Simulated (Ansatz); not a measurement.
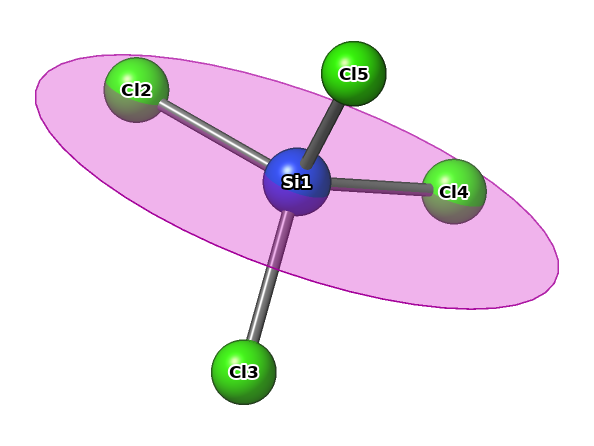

A disc through the centre of mass is drawn in. Depth is shown by fading: the farther an atom, the more it takes the colour of the background. The computed structure is the end point of a PBE0-D4/def2-TZVP optimisation.

**Is the plane of the disc a mirror plane of the structure?**

Yes. The reflection leaves Si1, Cl2, Cl4 in place and moves Cl3 ↔ Cl5. The point group is Td.
